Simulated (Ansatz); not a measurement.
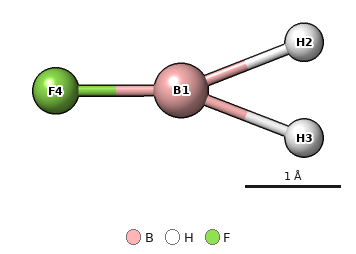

*The structure as given in the input (ball-and-stick view, seen on its broad side; atoms are numbered from 1 in the order of the input).*

## Run report: BH$_{2}$F, geometry relaxation

The run: geometry relaxation of BH$_{2}$F. Method and program: RKS PBE0-D4/def2-SVP (Ansatz 0.2.0).

The input holds or restrains some coordinates. It belongs to a series of runs on one base structure; here: pulled along the bonds that form and break, towards end A. Figures and captions count atoms from 1; the log counts them from 0 in places.

What the program printed
```
The last accepted step is kept in [file] (removed where the run ends without a failure and the disk answers)
Engine: ansatz 0.2.0, x86_64-unknown-linux-gnu
Functional definition: PBE0
  parameter a = 0.25
  parameter kappa = 0.804
  parameter beta = 0.06672455060314922
  exchange = (1 - a)*pbe_x(kappa = kappa, mu = beta*pi^2/3) + a*exact_x
  correlation = pbe_c(beta = beta)
416 factors; integrals over basis functions are off by at most 4.3e-4 eV
mean field evaluation 1: about -3414.3244 eV, gradient 1.9e1 eV
mean field evaluation 2: about -3413.8503 eV, gradient 2.7e1 eV
mean field evaluation 4: about -3414.9369 eV, gradient 2.1e-1 eV
mean field evaluation 8: about -3414.9359 eV, gradient 2.3e-2 eV
mean field -3414.93588797 eV, -125.4965791564 hartree, gradient 4.2e-5 eV, S^2 0.000000; 0 other end points of the search recorded, 0 dependent functions left out
the calculation of the forces begins
reference -3414.93590526 eV, -125.4965797916 hartree; 8, 8 occupied and 30, 30 virtual orbitals, 416 factors
relax step   1: F+E_penalty+E_count = -3414.95664160 eV  Δ(F+E_penalty+E_count) = +0.000e0 eV  max|allowed force component| = 5.958e0 eV/Å  E_restraint = 12.03724598 eV  max|allowed force component, restraints' pulls added| = 2.895e1 eV/Å  Δτ_max = 0.0000 Å  (24 SCF iters, accepted)
  distance H 1 - H 2 = 1.0100 Å
  distance B 0 - H 1 = 1.3900 Å
  distance B 0 - H 2 = 1.3900 Å
these checks for a lower state are left out or cut short: starts, cluster_reference, orbital_swaps, neighbouring_geometries, increment
416 factors; integrals over basis functions are off by at most 5.1e-4 eV
mean field evaluation 16: about -3417.3071 eV, gradient 4.3e-1 eV
mean field -3417.30592680 eV, -125.5836764768 hartree, gradient 9.2e-6 eV, S^2 0.000000; 0 other end points of the search recorded, 0 dependent functions left out
the calculation of the forces begins
reference -3417.30594576 eV, -125.5836771736 hartree; 8, 8 occupied and 30, 30 virtual orbitals, 416 factors
relax step   2: F+E_penalty+E_count = -3417.32508929 eV  Δ(F+E_penalty+E_count) = -2.368e0 eV  max|allowed force component| = 4.156e0 eV/Å  E_restraint = 4.06677395 eV  max|allowed force component, restraints' pulls added| = 1.632e1 eV/Å  Δτ_max = 0.1966 Å  (26 SCF iters, accepted)
  distance H 1 - H 2 = 1.3794 Å
  distance B 0 - H 1 = 1.3316 Å
  distance B 0 - H 2 = 1.3316 Å
these checks for a lower state are left out or cut short: starts, cluster_reference, orbital_swaps, neighbouring_geometries, increment
416 factors; integrals over basis functions are off by at most 8.2e-4 eV
mean field -3419.02070086 eV, -125.6466932610 hartree, gradient 5.0e-6 eV, S^2 0.000000; 0 other end points of the search recorded, 0 dependent functions left out
the calculation of the forces begins
reference -3419.02071978 eV, -125.6466939564 hartree; 8, 8 occupied and 30, 30 virtual orbitals, 416 factors
relax step   3: F+E_penalty+E_count = -3419.03842674 eV  Δ(F+E_penalty+E_count) = -1.713e0 eV  max|allowed force component| = 2.587e0 eV/Å  E_restraint = 0.49852826 eV  max|allowed force component, restraints' pulls added| = 5.344e0 eV/Å  Δτ_max = 0.1966 Å  (26 SCF iters, accepted)
  distance H 1 - H 2 = 1.7204 Å
  distance B 0 - H 1 = 1.2729 Å
  distance B 0 - H 2 = 1.2729 Å
these checks for a lower state are left out or cut short: starts, cluster_reference, orbital_swaps, neighbouring_geometries, increment
416 factors; integrals over basis functions are off by at most 1.2e-3 eV
mean field evaluation 32: about -3419.7766 eV, gradient 9.8e-2 eV
mean field -3419.77524486 eV, -125.6744222418 hartree, gradient 1.1e-5 eV, S^2 0.000000; 0 other end points of the search recorded, 0 dependent functions left out
the calculation of the forces begins
reference -3419.77526328 eV, -125.6744229185 hartree; 8, 8 occupied and 30, 30 virtual orbitals, 416 factors
relax step   4: F+E_penalty+E_count = -3419.79254416 eV  Δ(F+E_penalty+E_count) = -7.541e-1 eV  max|allowed force component| = 2.505e0 eV/Å  E_restraint = 0.03373233 eV  max|allowed force component, restraints' pulls added| = 2.505e0 eV/Å  Δτ_max = 0.1276 Å  (26 SCF iters, accepted)
  distance H 1 - H 2 = 1.8977 Å
  distance B 0 - H 1 = 1.2103 Å
  distance B 0 - H 2 = 1.2103 Å
these checks for a lower state are left out or cut short: starts, cluster_reference, orbital_swaps, neighbouring_geometries, increment
416 factors; integrals over basis functions are off by at most 1.1e-3 eV
mean field -3419.96935570 eV, -125.6815556836 hartree, gradient 5.6e-5 eV, S^2 0.000000; 0 other end points of the search recorded, 0 dependent functions left out
the calculation of the forces begins
reference -3419.96937409 eV, -125.6815563592 hartree; 8, 8 occupied and 30, 30 virtual orbitals, 416 factors
relax step   5: F+E_penalty+E_count = -3419.98661922 eV  Δ(F+E_penalty+E_count) = -1.941e-1 eV  max|allowed force component| = 1.241e0 eV/Å  E_restraint = 0.03954949 eV  max|allowed force component, restraints' pulls added| = 3.123e-1 eV/Å  Δτ_max = 0.0748 Å  (22 SCF iters, accepted)
  distance H 1 - H 2 = 1.9106 Å
  distance B 0 - H 1 = 1.1839 Å
  distance B 0 - H 2 = 1.1839 Å
these checks for a lower state are left out or cut short: starts, cluster_reference, orbital_swaps, neighbouring_geometries, increment
416 factors; integrals over basis functions are off by at most 1.1e-3 eV
mean field -3419.98469671 eV, -125.6821194553 hartree, gradient 3.7e-5 eV, S^2 0.000000; 0 other end points of the search recorded, 0 dependent functions left out
the calculation of the forces begins
reference -3419.98471503 eV, -125.6821201285 hartree; 8, 8 occupied and 30, 30 virtual orbitals, 416 factors
relax step   6: F+E_penalty+E_count = -3420.00194903 eV  Δ(F+E_penalty+E_count) = -1.533e-2 eV  max|allowed force component| = 1.250e0 eV/Å  E_restraint = 0.05049036 eV  max|allowed force component, restraints' pulls added| = 2.517e-2 eV/Å  Δτ_max = 0.0109 Å  (22 SCF iters, accepted)
  distance H 1 - H 2 = 1.9151 Å
  distance B 0 - H 1 = 1.1771 Å
  distance B 0 - H 2 = 1.1771 Å
416 factors; integrals over basis functions are off by at most 1.1e-3 eV
mean field evaluation 64: about -3419.9847 eV, gradient 3.7e-5 eV
```

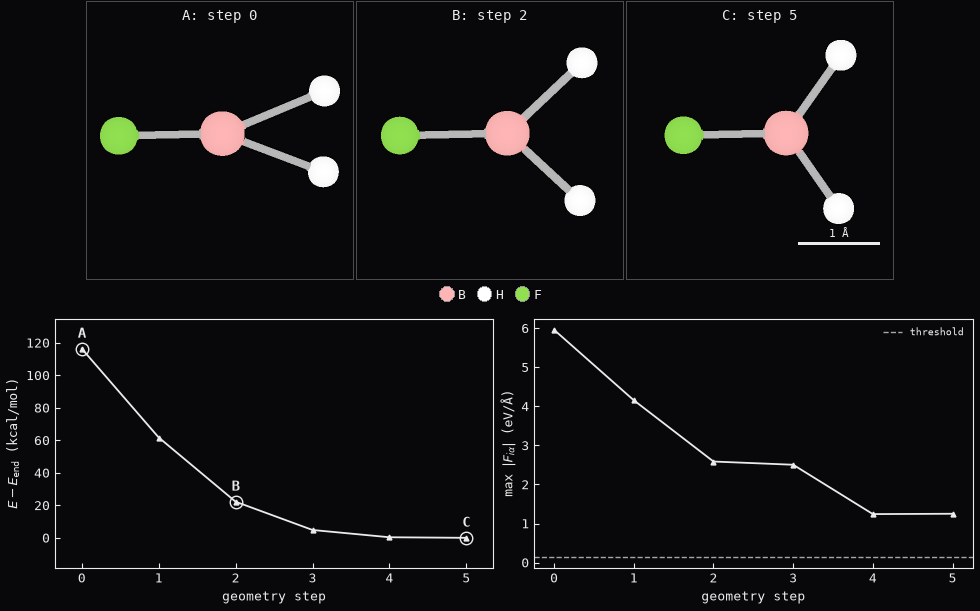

*Frames of the restrained relaxation (ball-and-stick view, seen at a tilt) above the curves, on which the letters mark them (the first geometry is step 0 here and step 1 in the log).*

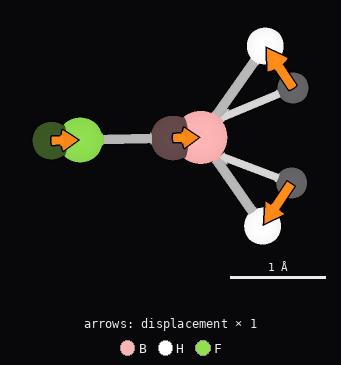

*Start (faint) and end (solid) with the displacements as orange arrows, at true length (ball-and-stick view, seen at a tilt). The two geometries are laid on each other by the best rigid fit.*

The largest moves after the best rigid fit, 0.55 Å, are those of H2 and H3. Largest moves by element: H 0.55 Å, F 0.31 Å, B 0.30 Å. Distances before and after: B1–H2 1.390 → 1.177 Å, B1–F4 1.320 → 1.309 Å. Among the angles that change: H2–B1–H3 42.6° → 108.9°, H2–B1–F4 158.7° → 125.6°. Over 5 geometry steps the energy falls by 116.3 kcal/mol. Largest force component: 6 eV/Å at the start, 1.3 eV/Å at the end. (Atoms are counted from 1 in the order of the input.)

```
mean field -3419.98469671 eV, -125.6821194553 hartree, gradient 3.7e-5 eV, S^2 0.000000; 1 other end points of the search recorded, 0 dependent functions left out
the calculation of the forces begins
reference -3419.98471503 eV, -125.6821201285 hartree; 8, 8 occupied and 30, 30 virtual orbitals, 416 factors
Total energy: -3420.00196735 eV, -125.6827541397 hartree
Atom 0 at     0.261958    -0.000000     0.151259 Å, force     0.371121    -0.000000     0.214280 eV/Å
Atom 1 at     0.376043     0.000000     1.322810 Å, force    -0.853963     0.000000     1.021448 eV/Å
Atom 2 at     1.333614     0.000000    -0.335670 Å, force     0.457674     0.000000    -1.250260 eV/Å
Atom 3 at    -0.871716     0.000000    -0.503299 Å, force     0.025169     0.000000     0.014531 eV/Å
Dipole moment:     0.082825    -0.000000     0.047821 e Å
```

Trajectory as extended XYZ (Å, eV, eV/Å), 6 frames, from step=1 to step=6
```
4
Properties=species:S:1:pos:R:3:forces:R:3 step=1 energy=-3414.95664
B     0.0000    0.0000    0.0000    5.6627   0.0000   3.2695
H     0.8690    0.0000    1.0849   -5.4978   0.0000   2.3939
H     1.3740    0.0000    0.2102   -0.6755   0.0000  -5.9583
F    -1.1431    0.0000   -0.6600    0.5106   0.0000   0.2949
4
Properties=species:S:1:pos:R:3:forces:R:3 step=2 energy=-3417.32509
B     0.0766    0.0000    0.0442    3.3455   0.0000   1.9319
H     0.7182    0.0000    1.2111   -4.1559   0.0000   0.6359
H     1.4079    0.0000    0.0165   -1.5268   0.0000  -3.9172
F    -1.1028    0.0000   -0.6367    2.3372   0.0000   1.3495
4
Properties=species:S:1:pos:R:3:forces:R:3 step=3 energy=-3419.03843
B     0.1657    0.0000    0.0957    1.3632   0.0000   0.7870
H     0.5481    0.0000    1.3098   -2.5030   0.0000  -0.2265
H     1.4084    0.0000   -0.1801   -1.4476   0.0000  -2.0544
F    -1.0223    0.0000   -0.5902    2.5874   0.0000   1.4940
4
Properties=species:S:1:pos:R:3:forces:R:3 step=4 energy=-3419.79254
B     0.2482    0.0000    0.1433   -0.8062   0.0000  -0.4654
H     0.4244    0.0000    1.3407   -1.2804   0.0000   0.2563
H     1.3733    0.0000   -0.3028   -0.4182   0.0000  -1.2370
F    -0.9460    0.0000   -0.5462    2.5048   0.0000   1.4462
4
Properties=species:S:1:pos:R:3:forces:R:3 step=5 energy=-3419.98662
B     0.2567    0.0000    0.1482    0.3999   0.0000   0.2309
H     0.3845    0.0000    1.3251   -0.9362   0.0000   0.8614
H     1.3399    0.0000   -0.3295    0.2780   0.0000  -1.2414
F    -0.8812    0.0000   -0.5088    0.2583   0.0000   0.1492
4
Properties=species:S:1:pos:R:3:forces:R:3 step=6 energy=-3420.00195
B     0.2620    0.0000    0.1513    0.3711   0.0000   0.2143
H     0.3760    0.0000    1.3228   -0.8540   0.0000   1.0214
H     1.3336    0.0000   -0.3357    0.4577   0.0000  -1.2503
F    -0.8717    0.0000   -0.5033    0.0252   0.0000   0.0145
```

The run was set up as follows.

Input file
```yaml
crystal:
  periodic: [false, false, false]
  atoms:
    - { symbol: B, position_ang: [0.0, 0.0, 0.0] }
    - { symbol: H, position_ang: [0.869, 0.0, 1.0849] }
    - { symbol: H, position_ang: [1.374, 0.0, 0.2102] }
    - { symbol: F, position_ang: [-1.1431, 0.0, -0.66] }
basis:
  gaussian: { orbitals: def2-SVP }
hamiltonian:
  xc: pbe0
  dispersion: d4
relax:
  f_tol: 0.15
  max_steps: 25
  restrain:
    - { distance: [1, 2], at: 1.86, k: 30.0 }
    - { distance: [0, 1], at: 1.19, k: 30.0 }
    - { distance: [0, 2], at: 1.19, k: 30.0 }
```

Run as:
```bash
ansatz run input.yaml --threads 1 --pin off --max-ram 2048MiB --backend cpu --events-out ev --progress --plain --runs-dir out
```

Key numbers

- outcome: converged under the restraints of the input
- total energy: −3420.0020 eV
- mean-field energy: −3419.9847 eV
- largest force (length of the vector) at the end, held atoms and coordinates included: 1.331 eV/Å
- hardware: 1 thread of Intel Xeon (Granite Rapids), 64 GiB of memory available, shared host
- wall time: 2.1 s
- peak memory: 0.11 GiB
